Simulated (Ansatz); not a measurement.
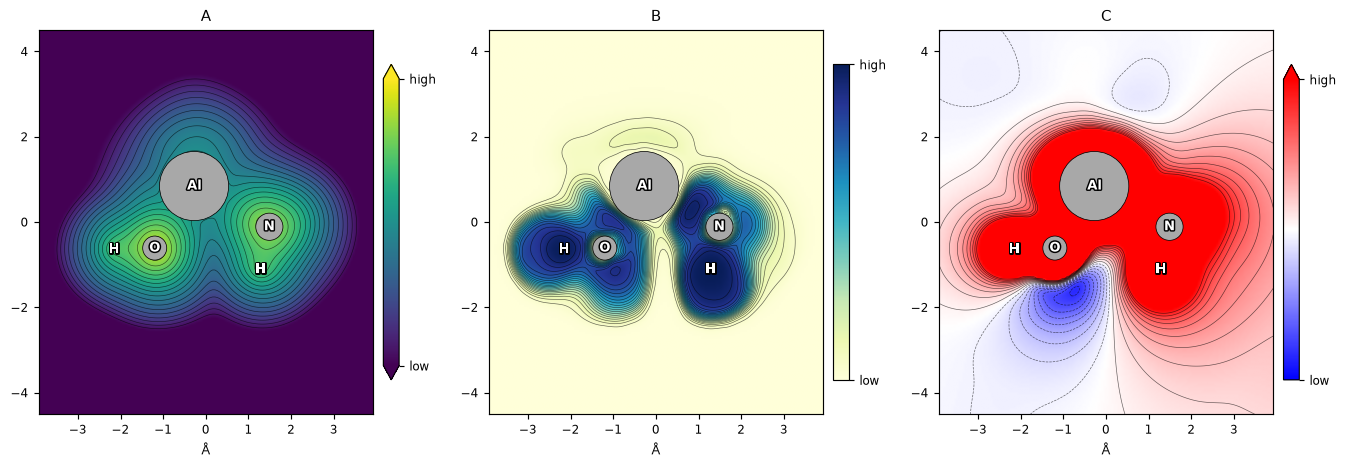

AlFH5NO2: 3 fields on the plane of atoms O3, Al1 and N7, with unlabelled colour scales. Grey discs cover the atomic cores.

These are results of Ansatz 0.2.0, RKS PBE0/def2-SVP, not measurements.

Match the panels to the quantities (electron density, electron localisation function and electrostatic potential).

Panel A: electron density. Panel B: electron localisation function. Panel C: electrostatic potential (strongly positive close to the atoms, with negative regions outside electron-rich atoms). From the grid: Al–O (1.72 Å): ρ is about 0.82 e/Å³ halfway; the ELF peaks at about 0.85 in the valence shell of O, 0.6 Å from its nucleus, and is about 0.45 at the midpoint. Al–N (2.01 Å): the density is about 0.53 e/Å³ at the midpoint; the ELF peaks at about 0.95 in the valence shell of N, 0.8 Å from its nucleus, and is about 0.75 at the midpoint.
